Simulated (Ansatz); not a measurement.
# C2H5NOSi: the cost of one run

All numbers are computed with Ansatz 0.2.0 through its Python package. Level of theory: B3LYP/def2-SVP.

### Step 1. Starting point

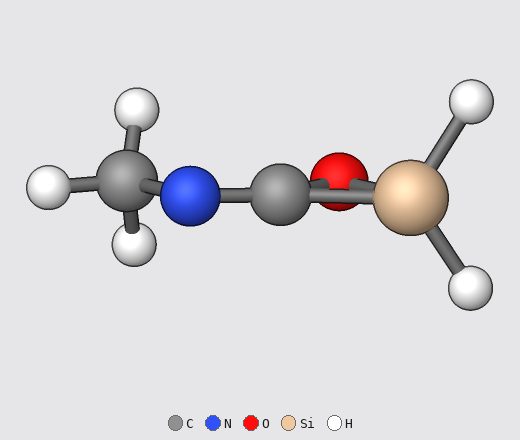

The starting structure, viewed from a chosen angle; carbon grey, nitrogen blue, oxygen red, silicon light orange, hydrogen white.

The script holds or builds the structure itself.

### Step 2. The script

run_opt.py

```python
"""Minimum-energy structure of C2H5NOSi."""

import warnings

import ansatz
import numpy as np
import pandas as pd


def main() -> None:
    warnings.simplefilter("ignore", ansatz.DeckWarning)

    c2h5nosi = (
        ansatz.Crystal.molecule()
        .atom("C", (-1.7875, 0.0309, 0.3049))
        .atom("N", (-0.8501, -0.739, -0.4115))
        .atom("C", (0.3078, -0.3187, -0.285))
        .atom("O", (0.9727, 0.7026, 0.3688))
        .atom("Si", (2.0447, -0.3066, -0.4961))
        .atom("H", (-1.8469, 1.1217, -0.081))
        .atom("H", (-1.6303, 0.0794, 1.3778))
        .atom("H", (-2.7919, -0.3309, 0.1163))
        .atom("H", (2.7002, 0.5838, -1.4555))
        .atom("H", (2.9644, -0.8745, 0.5642))
    )

    base = c2h5nosi.calculation().basis(gaussian="def2-SVP").functional("b3lyp")
    symbols = [site.symbol for site in c2h5nosi.cartesian_sites]
    start = np.array([site.position_ang for site in c2h5nosi.cartesian_sites], dtype=float)
    def progress(event):
        if event["event"] == "relax_step":
            row = event["data"]
            print(f"step {row['step']:3d}  E = {row['lagrangian_ev']:.6f} eV  max force {row['allowed_force_max_ev_ang']:.4f} eV/A")


    data = base.relax(force_tolerance=0.02, max_steps=100).session().plan().execute(on_event=progress).report
    end = np.array(data["positions_ang"])

    print(f"E = {data['free_energy_ev']:.6f} eV = {data['free_energy_ev'] / 27.211386246:.7f} Ha")
    print("converged:", data["converged"], " doubts:", data["published_state_doubts"] or "none")

    print("bond        before    after (A)")
    for i, j in [(0, 1), (0, 5), (0, 6), (0, 7), (1, 2), (2, 3), (2, 4), (3, 4), (4, 8), (4, 9)]:
        d0, d1 = (np.linalg.norm(xyz[i] - xyz[j]) for xyz in (start, end))
        print(f"{symbols[i]}{i}-{symbols[j]}{j}".ljust(10), f"{d0:8.4f} {d1:8.4f}")

    charges = data["charge_distribution"]
    table = pd.DataFrame({"atom": symbols, "mulliken": charges["mulliken_charges_e"], "lowdin": charges["lowdin_charges_e"]})
    print(table.round(3).to_string())
    print("dipole (e A):", np.round(charges["dipole_moment_e_ang"], 4) + 0.0)
    with open("c2h5nosi_opt.xyz", "w") as handle:
        handle.write(f"{len(symbols)}\nrelaxed C2H5NOSi\n")
        handle.writelines(f"{s:2s} {x:11.6f} {y:11.6f} {z:11.6f}\n" for s, (x, y, z) in zip(symbols, end))


if __name__ == "__main__":
    main()
```

### Step 3. The calls as engine input

The package turns the script's settings into the engine's input:

```yaml
crystal:
  periodic: [false, false, false]
  atoms:
    - { symbol: C, position_ang: [-1.7875, 0.0309, 0.3049] }
    - { symbol: "N", position_ang: [-0.8501, -0.739, -0.4115] }
    - { symbol: C, position_ang: [0.3078, -0.3187, -0.285] }
    - { symbol: O, position_ang: [0.9727, 0.7026, 0.3688] }
    - { symbol: Si, position_ang: [2.0447, -0.3066, -0.4961] }
    - { symbol: H, position_ang: [-1.8469, 1.1217, -0.081] }
    - { symbol: H, position_ang: [-1.6303, 0.0794, 1.3778] }
    - { symbol: H, position_ang: [-2.7919, -0.3309, 0.1163] }
    - { symbol: H, position_ang: [2.7002, 0.5838, -1.4555] }
    - { symbol: H, position_ang: [2.9644, -0.8745, 0.5642] }
basis:
  gaussian:
    orbitals: def2-SVP
hamiltonian:
  xc: b3lyp
relax:
  f_tol: 0.02
  max_steps: 100
```

### Step 4. Running it

On the command line:

```
python run_opt.py
```

What time and memory should one allow on 1 thread of Arm Neoverse V1, shared host?

About 2.1 min, with a peak of 0.31 GiB.
